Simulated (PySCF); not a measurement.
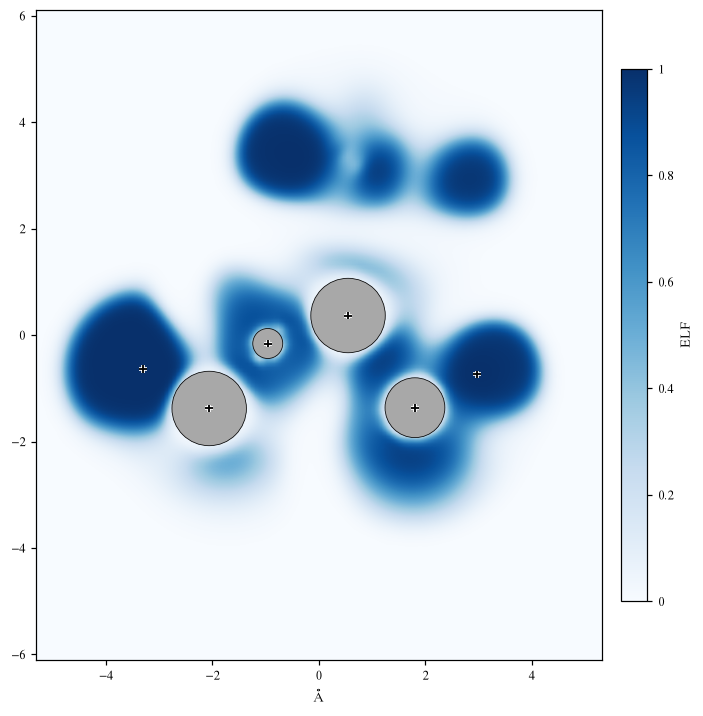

The ELF on a plane through atoms (crosses mark nuclei in the plane; grey discs cover the cores).

Level of theory: PySCF 2.14.0, PBE0/pcSseg-1, SCF density, gas phase, non-relativistic.

Candidates:
A. C6H15NSi (SMILES [H]/N=C\C(C)(C)[SiH2]CC)
B. C5H11NOSi2
C. C2H8OS3Si2 (SMILES [SiH3]O[Si]1(S)SCCS1)

Which candidate gave the map?

Candidate C: C2H8OS3Si2 on the plane of atoms Si1, O2 and Si3, which holds Si, O, S and H. Si–O (1.60 Å): the ELF peaks at about 0.85 between the atoms (a polar covalent bond). Si–S (2.14 Å): the ELF peaks at about 0.95 between the atoms, as expected for a covalent bond.
